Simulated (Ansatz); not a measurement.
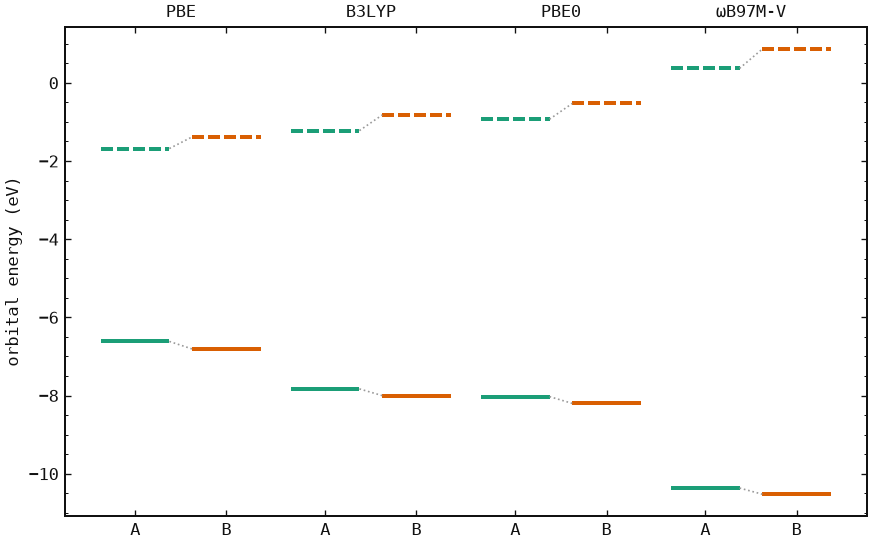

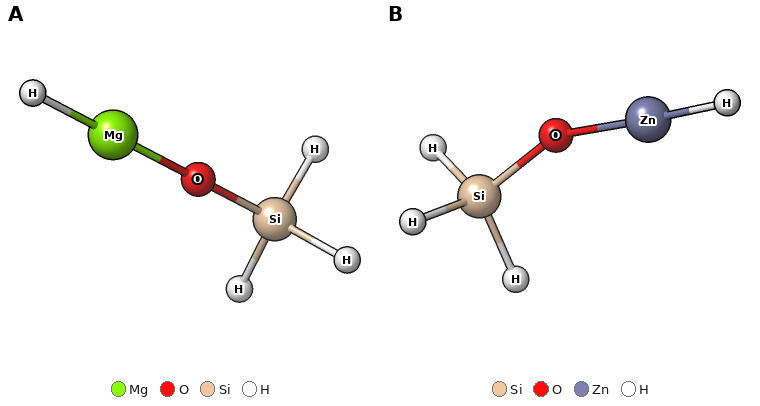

One change: A, MgSiH₄O (SMILES [MgH][O][SiH3]), becomes B, ZnSiH₄O (SMILES [SiH3][O][ZnH]). MgH on O is replaced by ZnH. HOMO (solid) and LUMO (dashed) computed in def2-TZVPP at PBE0-D4/def2-TZVP geometries, both minima by their frequencies, gas phase, the Ansatz code. Empty levels above zero depend strongly on the basis.

> What does the change do to HOMO and LUMO?

PBE: the HOMO falls by 0.19 eV, the LUMO rises by 0.30 eV, and the separation goes from 4.94 to 5.43 eV. B3LYP: the HOMO falls by 0.17 eV, the LUMO rises by 0.40 eV, and the separation goes from 6.61 to 7.18 eV. PBE0: the HOMO falls by 0.17 eV, the LUMO rises by 0.40 eV, and the separation goes from 7.10 to 7.68 eV. ωB97M-V: the HOMO falls by 0.16 eV, the LUMO rises by 0.50 eV, and the separation goes from 10.74 to 11.39 eV.

> Do the functionals agree on the effect?

They agree on the direction for both levels; the HOMO shift lies between −0.19 and −0.16 eV and the LUMO shift between 0.30 and 0.50 eV, while the separations themselves differ by up to 6.0 eV between functionals.
